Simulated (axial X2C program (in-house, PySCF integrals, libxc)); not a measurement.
# A two-component session on FeAl: properties at the nuclei

Aim: properties at the nuclei of FeAl, with spin–orbit coupling in the Hamiltonian from the start.

Computed with an in-house X2C program for linear molecules on PySCF integrals. Level: two-component X2C with atomic mean-field terms, Fe dyall-cv3z, Al dyall-v3z.

All values are calculated.

## Step 1: The job

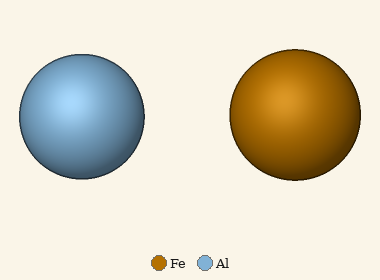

The two atoms at 2.420 Å (iron orange, aluminium light blue).

task.json reads:

```json
{"zs": [26, 13], "q": 0, "bas": ["dyall-cv3z", "dyall-v3z"], "r0": 2.42, "levels": ["PBE0", "HF", "LDA", "BHandHLYP", "BP86"], "nst": 3}
```

Keys: zs atomic numbers; q charge; bas basis sets; r0 starting distance in Å; levels methods (HF also brings MP2); nst determinants followed.

On the command line:

```console
> python soeom.py task.json out
```

Further steps of the session: Expectation values, lowest determinant; Expectation values, a higher determinant; Expectation values, a higher determinant.

Before running it: what results should come out? Wanted: lowest determinant; Eeff magnitude; Ws magnitude Fe; A∥/gI Fe; qzz Fe; higher determinant (for each run or level that gives them).

The runs gave:

```
                                        quantity                                                        value
                              lowest determinant   Ω = 3/2 (excess of +ω over −ω: ω = 1/2, ω = -3/2, ω = 5/2)
                    Eeff magnitude (GV/cm), PBE0                                                        0.388
                     Ws magnitude Fe (kHz), PBE0                                                        0.124
                            A∥/gI Fe (MHz), PBE0                                                          324
                             qzz Fe (a.u.), PBE0                                                        -1.89
                              higher determinant                      Ω = 5/2 (excess of +ω over −ω: ω = 5/2)
Eeff magnitude (GV/cm), PBE0, higher determinant                                                        0.297
 Ws magnitude Fe (kHz), PBE0, higher determinant                                                       0.0577
        A∥/gI Fe (MHz), PBE0, higher determinant                                                          202
         qzz Fe (a.u.), PBE0, higher determinant                                                        -2.66
                              higher determinant  Ω = 1/2 (excess of +ω over −ω: ω = -1/2, ω = -3/2, ω = 5/2)
Eeff magnitude (GV/cm), PBE0, higher determinant                                                        0.307
 Ws magnitude Fe (kHz), PBE0, higher determinant                                                        0.295
        A∥/gI Fe (MHz), PBE0, higher determinant                                                          247
         qzz Fe (a.u.), PBE0, higher determinant                                                        -2.65
```

What this shows: In the first state, the effective field runs from 0.184 to 1.29 GV/cm over the mean-field levels, so the levels don't agree on it. The expectation values come from single determinants, which for open shells can mix terms of unlike spin or miss the lowest Ω, so a determinant need not be a state. Eeff is the effective electric field on the electron dipole moment in this Ω state and Ws the scalar–pseudoscalar constant (defined with the proton number Z and per Ω); A∥ is the parallel hyperfine constant, which follows by multiplying with the nuclear g factor gI = μI/(I μN); qzz is the electric field gradient, eQq0 = 234.96 MHz × Q/barn × qzz; μ is positive if Al is the positive end. The operators were transformed with the bare-nucleus X2C matrices.
